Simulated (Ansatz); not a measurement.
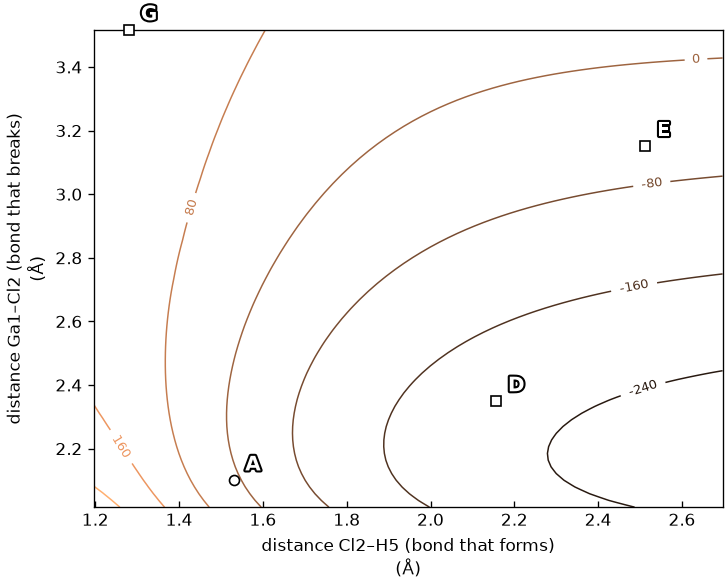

The reacting system CH5ClGaN (fragments CH₅ClGaN where the first distance is long, CH₄GaN + ClH where the second is long). Coordinates scanned: (1) distance Cl2–H5 (bond that forms); (2) distance Ga1–Cl2 (bond that breaks). Relaxed at each point: all other coordinates. The scan uses an 11 × 11 grid. Points are written as (first, second). Energies: kJ/mol, counted from a guessed transition structure relaxed with its forming and breaking bonds held. The reference is spin-restricted, so regions where a bond is pulled apart into radicals lie too high. These are results of RHF/def2-SVP (Ansatz 0.2.0), not measurements.

Drawn: contour lines labelled in kJ/mol, lettered points. Between grid points the surface is interpolated.

Q: What kind of point is each of A, D, E: minimum, saddle, maximum or slope?

A: A: on a slope; D: on a slope; E: on a slope. (In these two coordinates alone; a stationary point may lie a little off the grid point.)

Q: Rank the lettered points by energy, lowest first.

A: D (−208 kJ/mol), E (−52 kJ/mol), A (12 kJ/mol), G (96 kJ/mol).
